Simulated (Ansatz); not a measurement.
**Ta: a two-dimensional strain map, part 1 of 2**

This session takes Ta and sets out to strain the cell in the xy plane and along z independently.

Method: DFT r2SCAN, scalar-relativistic, plane waves, PAW, in Ansatz 0.2.0.

## Step 1: The system as given

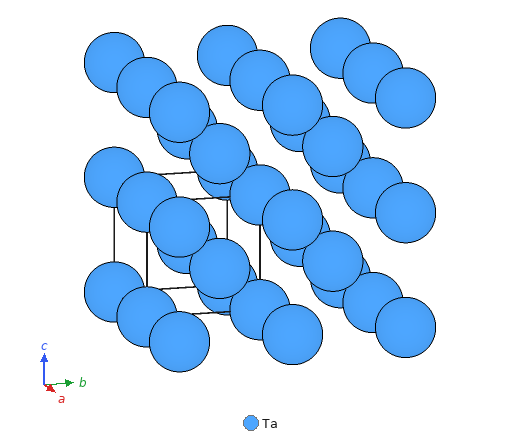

The starting structure, seen slightly off an axis (tantalum blue). 2×2×2 cells are drawn. Atoms on the faces are drawn again on the opposite ones. The cell drawn here is the conventional one.

As a file:

```
CELL_PARAMETERS angstrom
-1.65128 1.65128 1.65128
1.65128 -1.65128 1.65128
1.65128 1.65128 -1.65128
ATOMIC_POSITIONS crystal
Ta 0.00000 0.00000 0.00000
```

No relaxation comes first: the listed cell is the starting point.

## Step 2: Zero of energy

The reference gives a free energy of -9944.3261 eV, pressure 0.45 GPa, largest force 0.000 eV/Å and gap on the mesh none (metal). It was computed beforehand with the settings of the runs below.

## Step 3: Next: a two-dimensional strain map

The cell is strained by p along both x and y and by q along z, with fractional coordinates fixed.

## Step 4: p = -0.030, q = -0.030

File input.yaml:

```yaml
crystal:
  lattice:
    - [-1.6017416, 1.6017416, 1.6017416]
    - [1.6017416, -1.6017416, 1.6017416]
    - [1.6017416, 1.6017416, -1.6017416]
  atoms:
    - { symbol: Ta, position: [0.0, 0.0, 0.0] }
basis:
  ecutwfc: 500
kpoints:
  mp_grid: { grid: [20, 20, 20] }
hamiltonian:
  xc: r2scan
scf:
  occupations: { method: gaussian, width: 0.15 }
output:
  forces: true
  stress: true
  eigenvalues: true
```

The run is started by

```console
ansatz run input.yaml --threads 1 --pin off --max-ram 2560MiB --backend cpu --events-out ev --progress --plain --runs-dir out
```

Output, cut to the lines that bear on the results:

```text
Warning: RAYON_NUM_THREADS=1 ignored (pool sized by the plan → 1); use --threads N
[...]
Pseudopotentials: kind: paw
Pseudopotential: Ta, paw, valence charge 13, recommended cutoff 500 eV (meta_gga), Ta.paw.azcp
Functional definition: r2SCAN
[...]
Crystal: 1 atoms, lattice volume = 16.438 Å³
Basis set: ecut = 500 eV, 429 PW (Γ), exchange–correlation on 96×96×96 points (64 copies of the dense FFT grid, shifted against one another)
Bands: 11, of which v1, the nominal top of the filled ones, is band 7 counted from 1 (6 counted from 0)
Symmetry: 48 space group operations
Space group: Im-3m (ITA 229), of the structure as read, at distance tolerance 2.5e-5 Å
k-points: 256 of 8000
[...]
SCF iter   1: F=—  HF=-9944.194253 eV  |F-HF|=—  |Δ(HF+E_count)|=         —  Δρ=6.73e-3  dr2=2.38e-3  dr2_τ=2.12e-2  ethr=1.77e-3  ⟨swp⟩=5.1  Hψ=16406  notcnv=0
[...]
SCF iter   6: F=-9944.219828 eV  HF=-9944.219828 eV  |F-HF|=4.07e-10  |Δ(HF+E_count)|=   5.45e-9  Δρ=2.49e-6  dr2=5.63e-10  dr2_τ=2.88e-11  ethr=4.46e-11  ⟨swp⟩=2.9  Hψ=9827  notcnv=0
[...]
SCF converged after 6 iterations
Free energy (F): -9944.219828 eV
[...]
E sigma→0 (E₀):  -9944.213529 eV
Entropy (-TS):   -0.012598 eV (-12.598 meV/atom)
Fermi energy:    20.480057 eV
[...]
--- Forces (eV/Å), atoms counted from 1 ---
  atom   1  Ta    -0.00000000     0.00000000     0.00000000
[...]
--- Stress (GPa, compression-positive) ---
       22.702775      -0.000000      -0.000000
        0.000000      22.702775       0.000000
       -0.000000      -0.000000      22.702775
  P = ⅓ Tr σ = 22.7028 GPa (227.028 kbar)
--- Band table (eV; the first three rows and the last of 256) ---
  k-point 0: bands = ["-48.1739", "-13.2919", "-13.2919", "-13.2919", "11.8770", "21.3262", "21.3262", "21.3262", "25.1419", "25.1419", "36.1462"]
[...]
```

Run time: 12 s. Hardware: 1 thread of Intel Xeon at 2.50GHz (Skylake/Cascade Lake), shared host; peak memory 0.42 GiB.

## Step 5: Point p = -0.030, q = 0.000

input.yaml: that of step 4 with these lines changed.

```diff
@@ -2,5 +2,5 @@
   lattice:
-    - [-1.6017416, 1.6017416, 1.6017416]
-    - [1.6017416, -1.6017416, 1.6017416]
-    - [1.6017416, 1.6017416, -1.6017416]
+    - [-1.6017416, 1.6017416, 1.65128]
+    - [1.6017416, -1.6017416, 1.65128]
+    - [1.6017416, 1.6017416, -1.65128]
   atoms:
```

The run is started by

```console
ansatz run input.yaml --threads 1 --pin off --max-ram 2560MiB --backend cpu --events-out ev --progress --plain --runs-dir out
```

Output, cut to the lines that bear on the results:

```text
[...]
SCF converged after 6 iterations
Free energy (F): -9944.273724 eV
[...]
E sigma→0 (E₀):  -9944.267184 eV
Entropy (-TS):   -0.013081 eV (-13.081 meV/atom)
Fermi energy:    19.798054 eV
[...]
--- Forces (eV/Å), atoms counted from 1 ---
  atom   1  Ta    -0.00000000    -0.00000000     0.00000000
[...]
--- Stress (GPa, compression-positive) ---
       16.021257      -0.000000      -0.000000
       -0.000000      16.021257      -0.000000
       -0.000000      -0.000000      11.660494
  P = ⅓ Tr σ = 14.5677 GPa (145.677 kbar)
--- Band table (eV; the first three rows and the last of 641) ---
  k-point 0: bands = ["-48.9330", "-14.1092", "-14.1041", "-14.1041", "11.2930", "20.5093", "20.5093", "20.9477", "24.0372", "24.6396", "34.9464"]
[...]
```

It took 29 s on 1 thread of Intel Xeon at 2.50GHz (Skylake/Cascade Lake), shared host; peak memory 0.5 GiB.

## Step 6: Point p = -0.030, q = 0.030

input.yaml: that of step 5 with these lines changed.

```diff
@@ -2,5 +2,5 @@
   lattice:
-    - [-1.6017416, 1.6017416, 1.65128]
-    - [1.6017416, -1.6017416, 1.65128]
-    - [1.6017416, 1.6017416, -1.65128]
+    - [-1.6017416, 1.6017416, 1.7008184]
+    - [1.6017416, -1.6017416, 1.7008184]
+    - [1.6017416, 1.6017416, -1.7008184]
   atoms:
```

The run is started by

```console
ansatz run input.yaml --threads 1 --pin off --max-ram 2560MiB --backend cpu --events-out ev --progress --plain --runs-dir out
```

Output, cut to the lines that bear on the results:

```text
[...]
SCF converged after 6 iterations
Free energy (F): -9944.296102 eV
[...]
E sigma→0 (E₀):  -9944.289354 eV
Entropy (-TS):   -0.013497 eV (-13.497 meV/atom)
Fermi energy:    19.170025 eV
[...]
--- Forces (eV/Å), atoms counted from 1 ---
  atom   1  Ta    -0.00000000    -0.00000000     0.00000000
[...]
--- Stress (GPa, compression-positive) ---
       10.066334       0.000000       0.000000
        0.000000      10.066334       0.000000
       -0.000000       0.000000       2.755250
  P = ⅓ Tr σ = 7.6293 GPa (76.293 kbar)
--- Band table (eV; the first three rows and the last of 641) ---
  k-point 0: bands = ["-49.6565", "-14.8818", "-14.8743", "-14.8743", "10.7480", "19.7648", "19.7648", "20.5837", "23.0000", "24.1096", "33.8499"]
[...]
```

Wall time 29 s (1 thread of Intel Xeon at 2.50GHz (Skylake/Cascade Lake), shared host); peak memory 0.51 GiB.

## Step 7: Point p = 0.000, q = -0.030

input.yaml: that of step 6 with these lines changed.

```diff
@@ -2,5 +2,5 @@
   lattice:
-    - [-1.6017416, 1.6017416, 1.7008184]
-    - [1.6017416, -1.6017416, 1.7008184]
-    - [1.6017416, 1.6017416, -1.7008184]
+    - [-1.65128, 1.65128, 1.6017416]
+    - [1.65128, -1.65128, 1.6017416]
+    - [1.65128, 1.65128, -1.6017416]
   atoms:
```

The run is started by

```console
ansatz run input.yaml --threads 1 --pin off --max-ram 2560MiB --backend cpu --events-out ev --progress --plain --runs-dir out
```

Output, cut to the lines that bear on the results:

```text
Warning: RAYON_NUM_THREADS=1 ignored (pool sized by the plan → 1); use --threads N
[...]
Pseudopotentials: kind: paw
Pseudopotential: Ta, paw, valence charge 13, recommended cutoff 500 eV (meta_gga), Ta.paw.azcp
Functional definition: r2SCAN
[...]
Crystal: 1 atoms, lattice volume = 17.470 Å³
Basis set: ecut = 500 eV, 441 PW (Γ), exchange–correlation on 96×96×96 points (64 copies of the dense FFT grid, shifted against one another)
Bands: 11, of which v1, the nominal top of the filled ones, is band 7 counted from 1 (6 counted from 0)
Symmetry: 16 space group operations
Space group: I4/mmm (ITA 139), of the structure as read, at distance tolerance 2.6e-5 Å
k-points: 641 of 8000
[...]
SCF iter   1: F=—  HF=-9944.288485 eV  |F-HF|=—  |Δ(HF+E_count)|=         —  Δρ=6.25e-3  dr2=1.77e-3  dr2_τ=1.70e-2  ethr=1.77e-3  ⟨swp⟩=5.1  Hψ=41199  notcnv=0
[...]
SCF iter   6: F=-9944.309032 eV  HF=-9944.309032 eV  |F-HF|=2.81e-8  |Δ(HF+E_count)|=   1.66e-7  Δρ=2.16e-5  dr2=3.85e-8  dr2_τ=1.53e-8  ethr=7.69e-10  ⟨swp⟩=3.9  Hψ=29223  notcnv=0
[...]
SCF converged after 6 iterations
Free energy (F): -9944.309032 eV
[...]
E sigma→0 (E₀):  -9944.302277 eV
Entropy (-TS):   -0.013509 eV (-13.509 meV/atom)
Fermi energy:    19.131398 eV
[...]
--- Forces (eV/Å), atoms counted from 1 ---
  atom   1  Ta    -0.00000000     0.00000000    -0.00000000
[...]
--- Stress (GPa, compression-positive) ---
        5.875993       0.000000       0.000000
        0.000000       5.875993      -0.000000
        0.000000       0.000000       9.906664
  P = ⅓ Tr σ = 7.2195 GPa (72.195 kbar)
--- Band table (eV; the first three rows and the last of 641) ---
  k-point 0: bands = ["-49.6814", "-14.9053", "-14.9053", "-14.8974", "10.7313", "19.6943", "20.1358", "20.1358", "23.2604", "23.8637", "34.3516"]
[...]
```

Wall time 27 s (1 thread of Intel Xeon at 2.50GHz (Skylake/Cascade Lake), shared host); peak memory 0.51 GiB.

## Step 8: p = 0.000, q = 0.030

input.yaml: that of step 7 with these lines changed.

```diff
@@ -2,5 +2,5 @@
   lattice:
-    - [-1.65128, 1.65128, 1.6017416]
-    - [1.65128, -1.65128, 1.6017416]
-    - [1.65128, 1.65128, -1.6017416]
+    - [-1.65128, 1.65128, 1.7008184]
+    - [1.65128, -1.65128, 1.7008184]
+    - [1.65128, 1.65128, -1.7008184]
   atoms:
```

The run is started by

```console
ansatz run input.yaml --threads 1 --pin off --max-ram 2560MiB --backend cpu --events-out ev --progress --plain --runs-dir out
```

Output, cut to the lines that bear on the results:

```text
[...]
SCF converged after 6 iterations
Free energy (F): -9944.314084 eV
[...]
E sigma→0 (E₀):  -9944.306898 eV
Entropy (-TS):   -0.014374 eV (-14.374 meV/atom)
Fermi energy:    17.870796 eV
[...]
--- Forces (eV/Å), atoms counted from 1 ---
  atom   1  Ta    -0.00000000     0.00000000    -0.00000000
[...]
--- Stress (GPa, compression-positive) ---
       -4.129461       0.000000       0.000000
        0.000000      -4.129461      -0.000000
        0.000000       0.000000      -7.252073
  P = ⅓ Tr σ = -5.1703 GPa (-51.703 kbar)
--- Band table (eV; the first three rows and the last of 641) ---
  k-point 0: bands = ["-51.1169", "-16.4218", "-16.4168", "-16.4168", "9.6866", "18.5892", "18.5892", "18.9740", "21.8231", "22.3401", "32.6752"]
[...]
```

Run time: 30 s. Hardware: 1 thread of Intel Xeon at 2.50GHz (Skylake/Cascade Lake), shared host; peak memory 0.51 GiB.

## Step 9: Point p = 0.030, q = -0.030

input.yaml: that of step 8 with these lines changed.

```diff
@@ -2,5 +2,5 @@
   lattice:
-    - [-1.65128, 1.65128, 1.7008184]
-    - [1.65128, -1.65128, 1.7008184]
-    - [1.65128, 1.65128, -1.7008184]
+    - [-1.7008184, 1.7008184, 1.6017416]
+    - [1.7008184, -1.7008184, 1.6017416]
+    - [1.7008184, 1.7008184, -1.6017416]
   atoms:
```

The run is started by

```console
ansatz run input.yaml --threads 1 --pin off --max-ram 2560MiB --backend cpu --events-out ev --progress --plain --runs-dir out
```

Output, cut to the lines that bear on the results:

```text
[...]
SCF converged after 6 iterations
Free energy (F): -9944.304851 eV
[...]
E sigma→0 (E₀):  -9944.297561 eV
Entropy (-TS):   -0.014579 eV (-14.579 meV/atom)
Fermi energy:    17.901639 eV
[...]
--- Forces (eV/Å), atoms counted from 1 ---
  atom   1  Ta     0.00000000     0.00000000     0.00000000
[...]
--- Stress (GPa, compression-positive) ---
       -6.437746       0.000000       0.000000
        0.000000      -6.437746       0.000000
        0.000000       0.000000      -1.099537
  P = ⅓ Tr σ = -4.6583 GPa (-46.583 kbar)
--- Band table (eV; the first three rows and the last of 641) ---
  k-point 0: bands = ["-51.0960", "-16.4006", "-16.4006", "-16.3871", "9.7023", "18.2099", "19.0402", "19.0402", "21.5162", "22.6344", "32.7052"]
[...]
```

It took 32 s on 1 thread of Intel Xeon at 2.50GHz (Skylake/Cascade Lake), shared host; peak memory 0.51 GiB.

## Step 10: At p = 0.030, q = 0.000

input.yaml: that of step 9 with these lines changed.

```diff
@@ -2,5 +2,5 @@
   lattice:
-    - [-1.7008184, 1.7008184, 1.6017416]
-    - [1.7008184, -1.7008184, 1.6017416]
-    - [1.7008184, 1.7008184, -1.6017416]
+    - [-1.7008184, 1.7008184, 1.65128]
+    - [1.7008184, -1.7008184, 1.65128]
+    - [1.7008184, 1.7008184, -1.65128]
   atoms:
```

The run is started by

```console
ansatz run input.yaml --threads 1 --pin off --max-ram 2560MiB --backend cpu --events-out ev --progress --plain --runs-dir out
```

Output, cut to the lines that bear on the results:

```text
[...]
SCF converged after 6 iterations
Free energy (F): -9944.287218 eV
[...]
E sigma→0 (E₀):  -9944.279785 eV
Entropy (-TS):   -0.014866 eV (-14.866 meV/atom)
Fermi energy:    17.274887 eV
[...]
--- Forces (eV/Å), atoms counted from 1 ---
  atom   1  Ta    -0.00000000     0.00000000    -0.00000000
[...]
--- Stress (GPa, compression-positive) ---
      -11.116288       0.000000       0.000000
        0.000000     -11.116288       0.000000
        0.000000       0.000000      -8.582053
  P = ⅓ Tr σ = -10.2715 GPa (-102.715 kbar)
--- Band table (eV; the first three rows and the last of 641) ---
  k-point 0: bands = ["-51.8061", "-17.1425", "-17.1425", "-17.1367", "9.2006", "17.8534", "18.2409", "18.2409", "21.1159", "21.6353", "32.1348"]
[...]
```

Run time: 30 s. Hardware: 1 thread of Intel Xeon at 2.50GHz (Skylake/Cascade Lake), shared host; peak memory 0.52 GiB.

## Step 11: Point p = 0.030, q = 0.030

input.yaml: that of step 10 with these lines changed.

```diff
@@ -2,5 +2,5 @@
   lattice:
-    - [-1.7008184, 1.7008184, 1.65128]
-    - [1.7008184, -1.7008184, 1.65128]
-    - [1.7008184, 1.7008184, -1.65128]
+    - [-1.7008184, 1.7008184, 1.7008184]
+    - [1.7008184, -1.7008184, 1.7008184]
+    - [1.7008184, 1.7008184, -1.7008184]
   atoms:
```

The run is started by

```console
ansatz run input.yaml --threads 1 --pin off --max-ram 2560MiB --backend cpu --events-out ev --progress --plain --runs-dir out
```

Output, cut to the lines that bear on the results:

```text
[...]
SCF converged after 6 iterations
Free energy (F): -9944.244811 eV
[...]
E sigma→0 (E₀):  -9944.236992 eV
Entropy (-TS):   -0.015639 eV (-15.639 meV/atom)
Fermi energy:    16.688085 eV
[...]
--- Forces (eV/Å), atoms counted from 1 ---
  atom   1  Ta    -0.00000000    -0.00000000     0.00000000
[...]
--- Stress (GPa, compression-positive) ---
      -14.909770      -0.000000       0.000000
       -0.000000     -14.909770       0.000000
        0.000000       0.000000     -14.909770
  P = ⅓ Tr σ = -14.9098 GPa (-149.098 kbar)
--- Band table (eV; the first three rows and the last of 256) ---
  k-point 0: bands = ["-52.4820", "-17.8456", "-17.8456", "-17.8456", "8.7322", "17.5111", "17.5111", "17.5111", "20.6939", "20.6939", "31.6059"]
[...]
```

It took 13 s on 1 thread of Intel Xeon at 2.50GHz (Skylake/Cascade Lake), shared host; peak memory 0.42 GiB.

## Step 12: At p = -0.030, q = -0.015

File input.yaml:

```yaml
crystal:
  lattice:
    - [-1.6017416, 1.6017416, 1.6265108]
    - [1.6017416, -1.6017416, 1.6265108]
    - [1.6017416, 1.6017416, -1.6265108]
  atoms:
    - { symbol: Ta, position: [0.0, 0.0, 0.0] }
basis:
  ecutwfc: 500
kpoints:
  mp_grid: { grid: [20, 20, 20] }
hamiltonian:
  xc: r2scan
scf:
  occupations: { method: gaussian, width: 0.15 }
output:
  forces: true
  stress: true
  eigenvalues: true
  write_density: true
  write_potential: true
  elf: true
  volumetric_format: npy
```

The run is started by

```console
ansatz run input.yaml --threads 1 --pin off --max-ram 2560MiB --backend cpu --events-out ev --progress --plain --runs-dir out
```

Output, cut to the lines that bear on the results:

```text
[...]
SCF converged after 6 iterations
Free energy (F): -9944.251159 eV
[...]
E sigma→0 (E₀):  -9944.244755 eV
Entropy (-TS):   -0.012809 eV (-12.809 meV/atom)
Fermi energy:    20.131251 eV
[...]
--- Forces (eV/Å), atoms counted from 1 ---
  atom   1  Ta     0.00000000     0.00000000    -0.00000000
[...]
--- Stress (GPa, compression-positive) ---
       19.287193       0.000000      -0.000000
        0.000000      19.287193      -0.000000
        0.000000       0.000000      16.885282
  P = ⅓ Tr σ = 18.4866 GPa (184.866 kbar)
--- Band table (eV; the first three rows and the last of 641) ---
  k-point 0: bands = ["-48.5584", "-13.7068", "-13.7037", "-13.7037", "11.5799", "20.9081", "20.9081", "21.1348", "24.5806", "24.8940", "35.5327"]
[...]
```

Wall time 40 s (1 thread of Intel Xeon at 2.50GHz (Skylake/Cascade Lake), shared host); peak memory 0.49 GiB.

Axes a, b and c in the maps are those of this run's conventional cell (a, b, c = 3.203, 3.203, 3.253 Å).

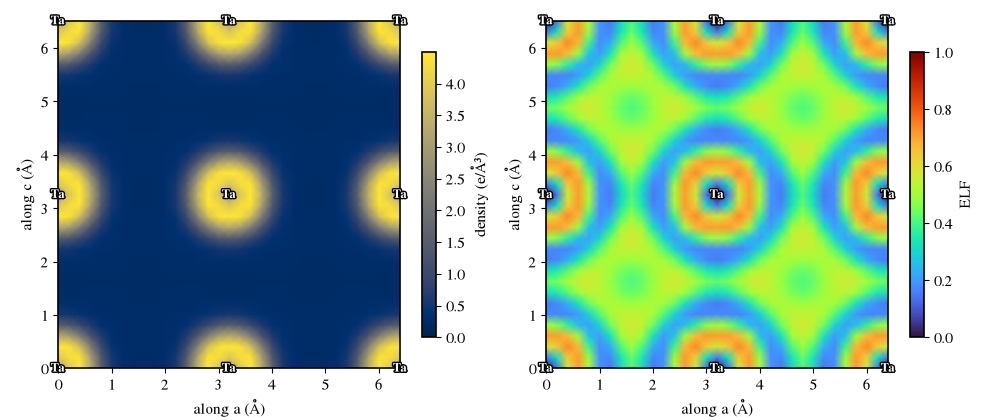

Density (left) and ELF (right) in a lattice plane of the grid's cell (edges 3.20 and 3.25 Å, at 0.000 of the third edge), which holds Ta. Only atoms in the plane are labelled. Both are smooth fields of the valence electrons: close to the nuclei they are not physical.

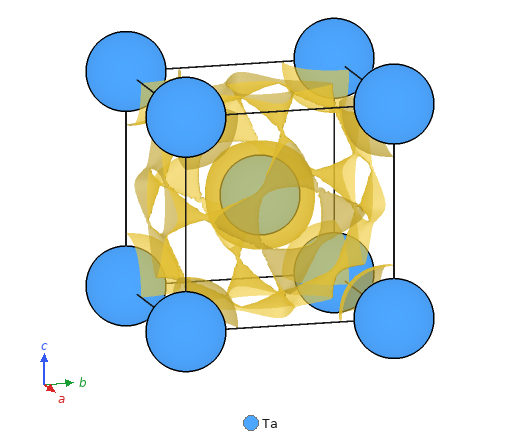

Surface of ELF = 0.51, drawn in one cell.

Maxima of ELF outside the ion cores: 0.57 between the atoms, 1.8 Å from Ta.

## Step 13: At p = -0.030, q = 0.015

File input.yaml:

```yaml
crystal:
  lattice:
    - [-1.6017416, 1.6017416, 1.6760492]
    - [1.6017416, -1.6017416, 1.6760492]
    - [1.6017416, 1.6017416, -1.6760492]
  atoms:
    - { symbol: Ta, position: [0.0, 0.0, 0.0] }
basis:
  ecutwfc: 500
kpoints:
  mp_grid: { grid: [20, 20, 20] }
hamiltonian:
  xc: r2scan
scf:
  occupations: { method: gaussian, width: 0.15 }
output:
  forces: true
  stress: true
  eigenvalues: true
```

The run is started by

```console
ansatz run input.yaml --threads 1 --pin off --max-ram 2560MiB --backend cpu --events-out ev --progress --plain --runs-dir out
```

Output, cut to the lines that bear on the results:

```text
Warning: RAYON_NUM_THREADS=1 ignored (pool sized by the plan → 1); use --threads N
[...]
Pseudopotentials: kind: paw
Pseudopotential: Ta, paw, valence charge 13, recommended cutoff 500 eV (meta_gga), Ta.paw.azcp
Functional definition: r2SCAN
[...]
Crystal: 1 atoms, lattice volume = 17.200 Å³
Basis set: ecut = 500 eV, 431 PW (Γ), exchange–correlation on 96×96×96 points (64 copies of the dense FFT grid, shifted against one another)
Bands: 11, of which v1, the nominal top of the filled ones, is band 7 counted from 1 (6 counted from 0)
Symmetry: 16 space group operations
Space group: I4/mmm (ITA 139), of the structure as read, at distance tolerance 2.6e-5 Å
k-points: 641 of 8000
[...]
SCF iter   1: F=—  HF=-9944.266717 eV  |F-HF|=—  |Δ(HF+E_count)|=         —  Δρ=6.36e-3  dr2=1.87e-3  dr2_τ=1.80e-2  ethr=1.77e-3  ⟨swp⟩=5.1  Hψ=41078  notcnv=0
[...]
SCF iter   6: F=-9944.288444 eV  HF=-9944.288444 eV  |F-HF|=2.69e-10  |Δ(HF+E_count)|=   4.92e-8  Δρ=2.11e-6  dr2=3.51e-10  dr2_τ=3.14e-10  ethr=5.41e-10  ⟨swp⟩=3.3  Hψ=27584  notcnv=0
[...]
SCF converged after 6 iterations
Free energy (F): -9944.288444 eV
[...]
E sigma→0 (E₀):  -9944.281817 eV
Entropy (-TS):   -0.013254 eV (-13.254 meV/atom)
Fermi energy:    19.478699 eV
[...]
--- Forces (eV/Å), atoms counted from 1 ---
  atom   1  Ta    -0.00000000    -0.00000000     0.00000000
[...]
--- Stress (GPa, compression-positive) ---
       12.937070       0.000000       0.000000
        0.000000      12.937070      -0.000000
        0.000000       0.000000       6.976082
  P = ⅓ Tr σ = 10.9501 GPa (109.501 kbar)
--- Band table (eV; the first three rows and the last of 641) ---
  k-point 0: bands = ["-49.2988", "-14.5005", "-14.4941", "-14.4941", "11.0159", "20.1286", "20.1286", "20.7643", "23.5105", "24.3783", "34.3860"]
[...]
```

Wall time 32 s (1 thread of Intel Xeon at 2.50GHz (Skylake/Cascade Lake), shared host); peak memory 0.5 GiB.

## Step 14: p = -0.015, q = -0.030

input.yaml: that of step 13 with these lines changed.

```diff
@@ -2,5 +2,5 @@
   lattice:
-    - [-1.6017416, 1.6017416, 1.6760492]
-    - [1.6017416, -1.6017416, 1.6760492]
-    - [1.6017416, 1.6017416, -1.6760492]
+    - [-1.6265108, 1.6265108, 1.6017416]
+    - [1.6265108, -1.6265108, 1.6017416]
+    - [1.6265108, 1.6265108, -1.6017416]
   atoms:
```

The run is started by

```console
ansatz run input.yaml --threads 1 --pin off --max-ram 2560MiB --backend cpu --events-out ev --progress --plain --runs-dir out
```

Output, cut to the lines that bear on the results:

```text
[...]
SCF converged after 6 iterations
Free energy (F): -9944.277653 eV
[...]
E sigma→0 (E₀):  -9944.271190 eV
Entropy (-TS):   -0.012927 eV (-12.927 meV/atom)
Fermi energy:    19.786927 eV
[...]
--- Forces (eV/Å), atoms counted from 1 ---
  atom   1  Ta    -0.00000000     0.00000000     0.00000000
[...]
--- Stress (GPa, compression-positive) ---
       13.680956      -0.000000       0.000000
       -0.000000      13.680956       0.000000
        0.000000      -0.000000      16.038048
  P = ⅓ Tr σ = 14.4667 GPa (144.667 kbar)
--- Band table (eV; the first three rows and the last of 641) ---
  k-point 0: bands = ["-48.9401", "-14.1144", "-14.1144", "-14.1105", "11.2885", "20.4906", "20.7181", "20.7181", "24.1829", "24.4964", "35.2287"]
[...]
```

Run time: 26 s. Hardware: 1 thread of Intel Xeon at 2.50GHz (Skylake/Cascade Lake), shared host; peak memory 0.5 GiB.

(Continued in part 2 of 2.)
